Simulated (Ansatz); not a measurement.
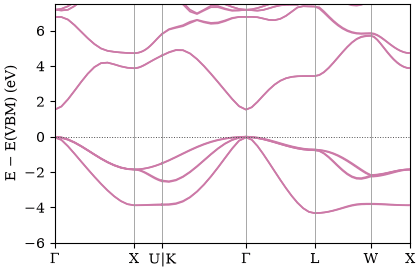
*Band structure from DFT-r²SCAN with spin–orbit coupling in the program Ansatz with PAW potentials*

Question: Read off the gap and where the band edges lie.

Answer: About 1.5 eV (1.53 eV by a search for the band edges); maximum at Γ, minimum at Γ.

The material is CdS (zinc blende, space group No. 216).

Space group F-43m (zinc blende). The cell was relaxed with r²SCAN under the symmetry of its start.

Potentials: the later of the program's two PAW sets.
